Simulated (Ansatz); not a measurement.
Cost and result by functional for the adsorption energy of CO on the 1x1 (110) surface of 3C silicon carbide (cut with top plane C + Si), one in a 2x2 cell, started at the site 'hollow C-C-Si-Si', in Ansatz (plane waves, PAW). Single points on the PBE structure, on one kind of machine; costs are rough ratios of the slab run's core time (references not counted) to the cheapest single point. r2SCAN's cost holds its higher cutoff (500 against 420 eV). Differences are taken against HSE06 for comparison alone: no measured value is at hand, so the table doesn't rank accuracy. HSE06 ran on a coarser k-mesh, which lowers its cost and may carry part of its shift.

Host crystal: 3C silicon carbide, with a band gap (PBE, scalar-relativistic without spin-orbit coupling).

Set-up: 50 atoms, 7.7 Å thick at the start under the adsorbate (thin: gaps and levels are the slab's own); mesh 3x3x1; 0.01 eV smearing; dipole correction on; 24 atoms held, the rest relaxed; held to the start's symmetry, so lower structures may exist; no spin, no spin-orbit, no U, no dispersion correction. At the end it is bonded to Si. In PBE it is, or lies within 0.03 eV of, the lowest of the starts that converged. These notes are the PBE run's. Adsorption energies are against CO(g). A negative adsorption energy means that the adsorbate is more stable on the surface than in its reference.

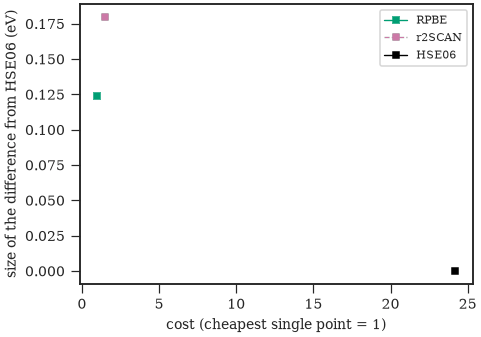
*Difference from HSE06 against cost*

| functional | relative cost | adsorption energy (eV) | less HSE06 (eV) |
|---|---|---|---|
| RPBE | 1 | -0.55 | 0.12 |
| r2SCAN | 1 | -0.85 | -0.18 |
| HSE06 | 20 | -0.67 | 0.00 |
| PBE (the relaxed run's value) | – | -0.79 | -0.11 |

The values span 0.30 eV, while the single points' costs differ by a factor of roughly 20. Differences are of unrounded values.

Ansatz is a program for electronic structure.
